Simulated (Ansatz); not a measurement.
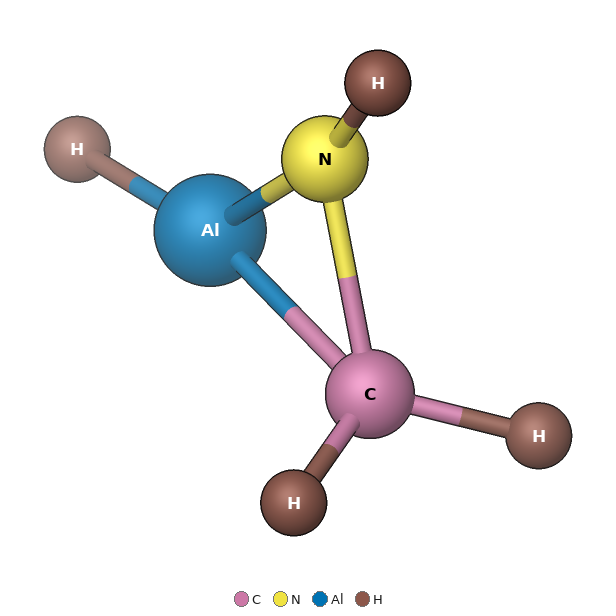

Distant atoms are faded towards the background colour. The geometry was computed by an optimisation with PBE0-D4/def2-TZVP. No frequency run is at hand to confirm it as a minimum.

> List the symmetry elements and name the point group.

It has 1 mirror plane, so the point group is Cs. The group has 2 operations. The geometry is achiral, and symmetry allows a dipole moment.
